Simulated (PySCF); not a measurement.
SMILES ClCCl (CH2Cl2) at its PBE0/def2-SVP optimised geometry (Å):

```
5

Cl    -1.2351     1.0715     0.0000
C     -0.5327    -0.5507     0.0000
Cl     1.2351    -0.5507     0.0000
H     -0.8747    -1.0715     0.9015
H     -0.8748    -1.0715    -0.9014
```

Calculation: PySCF with PBE0/def2-TZVP. Cells within 0.4 Å of a nucleus heavier than hydrogen are left out (blank, or x).

Map of the deformation density (molecule minus spherical neutral atoms) (e/bohr³) on the plane z = 0.0 Å:

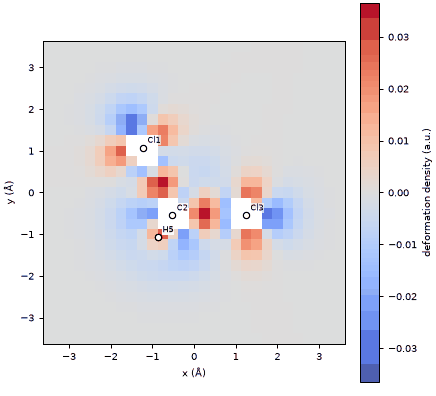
Figure: Deformation density (molecule minus spherical neutral atoms) (e/bohr³) on the plane z = 0.0 Å.
